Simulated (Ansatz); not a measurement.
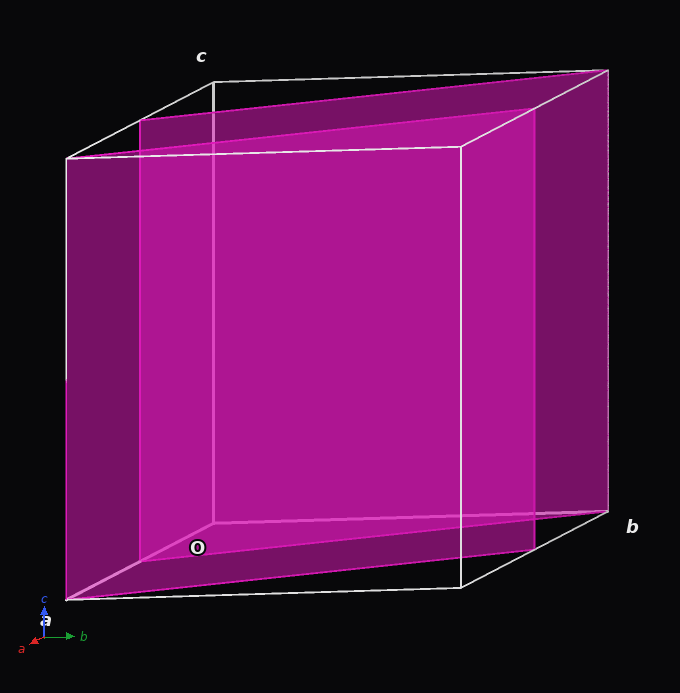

For Be₃SnCl₂, coordinates from a relaxation with DFT PBE, scalar-relativistic, plane waves, PAW (Ansatz 0.2.0); the starting structure was generated, so it need not be a known form of this composition: every member of one family of equally spaced planes, hx + ky + lz = a whole number, that cuts the unit cell is shaded (one member passes through the origin O, touching the cell only at an edge or corner). All values are computed from the atomic coordinates in the standard setting (tolerance 0.002 Å).

a = 4.943 Å, b = 4.943 Å, c = 5.588 Å, α = 90.00°, β = 90.00°, γ = 120.00°.

What are the Miller indices?

(2 1 0), in four indices (2 1 −3 0); the opposite sign names the same planes. The member next to the origin meets the axes a at 1/2, b at 1, c never.

What is the spacing?

d = 1.618 Å.

The space group is P6/mmm, No. 191. How many reflections hkl are equivalent to this one (itself included), and does it occur?

12 reflections are equivalent in the Laue class 6/mmm. The space group allows the reflection.
